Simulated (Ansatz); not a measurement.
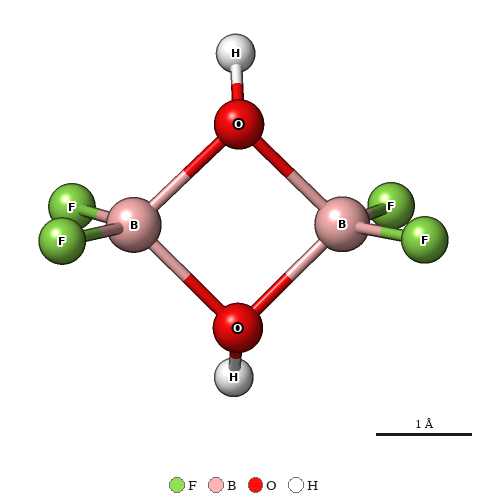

*The structure as given in the input (ball-and-stick view, seen at a tilt).*

Bond lengths as drawn: B–F 1.33 to 1.35 Å, B–O 1.55 Å and H–O 0.96 Å.

# Single-point calculation, with input and output: B$_{2}$H$_{2}$O$_{2}$F$_{4}$

B$_{2}$H$_{2}$O$_{2}$F$_{4}$, computed with RKS SPW92 (LDA)/def2-TZVPP (Ansatz 0.2.0).

The geometry comes from this level: PBE0-D4/def2-TZVP.

### What the program printed
```
Functional definition: SPW92
  name "SPW92"
  cite "Dirac, Proc. Camb. Phil. Soc. 26, 376 (1930) doi:10.1017/S0305004100016108"
  cite "Slater, Phys. Rev. 81, 385 (1951) doi:10.1103/PhysRev.81.385"
  cite "Perdew & Wang, Phys. Rev. B 45, 13244 (1992) doi:10.1103/PhysRevB.45.13244"
  exchange = slater_x
  correlation = pw_c
1382 factors; their error is unknown
mean field evaluation 1: about -16241.3244 eV, gradient 8.5e1 eV
mean field evaluation 2: about -16220.3327 eV, gradient 1.4e2 eV
mean field evaluation 4: about -16251.3031 eV, gradient 8.2e0 eV
mean field evaluation 8: about -16251.3869 eV, gradient 6.6e-2 eV
mean field -16251.37626625 eV, -597.2270622061 hartree, gradient 5.9e-5 eV, S^2 0.000000; 0 other end points of the search recorded, 0 dependent functions left out
reference -16251.37630895 eV, -597.2270637753 hartree; 32, 32 occupied and 244, 244 virtual orbitals, 1382 factors
Total energy: -16251.37630895 eV, -597.2270637753 hartree
```

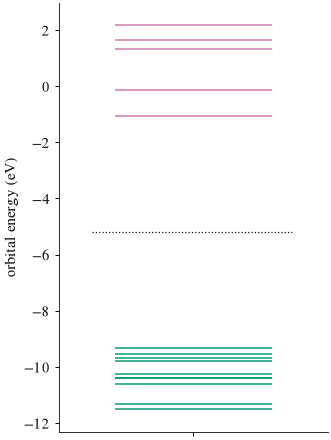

*Orbital energies near the frontier; the dotted line parts filled from empty levels, and levels within 0.02 eV of each other stand side by side.*

Highest filled −9.32 eV, lowest empty −1.07 eV, 8.25 eV apart.

This output came from the following input.

### Input
```yaml
crystal:
  periodic: [false, false, false]
  atoms:
    - {symbol: F, position_ang: [0.141917, -2.247160, -0.171955]}
    - {symbol: B, position_ang: [-0.328130, -1.046925, 0.167844]}
    - {symbol: F, position_ang: [-1.475536, -1.018822, 0.881830]}
    - {symbol: O, position_ang: [0.759150, -0.148849, 0.806136]}
    - {symbol: B, position_ang: [0.547559, 0.915108, -0.298109]}
    - {symbol: F, position_ang: [-0.135205, 1.984249, 0.168662]}
    - {symbol: F, position_ang: [1.664369, 1.163981, -0.982047]}
    - {symbol: O, position_ang: [-0.385326, -0.075527, -1.035989]}
    - {symbol: H, position_ang: [0.557482, 0.153104, 1.698541]}
    - {symbol: H, position_ang: [-1.263182, 0.269740, -1.231914]}
basis:
  gaussian: {orbitals: def2-TZVPP}
hamiltonian: {xc: lda}
output: {orbitals: {seedname: orbitals}}
```

Command:
```bash
ansatz run in.yaml --threads 8 --pin off --events-out ev --progress --plain --max-ram 18278MiB
```

### Results in brief

| quantity | value |
| --- | --- |
| outcome | converged |
| total energy | −16251.3763 eV |
| SCF solution under orbital rotations | stable |
| HOMO | −9.32 eV |
| LUMO | −1.07 eV |
| hardware | 8 threads of Arm Neoverse V1, 23 GiB of memory available, shared host |
| wall time | 1.6 s (CPU time 6.7 s) |
| peak memory | 0.39 GiB |
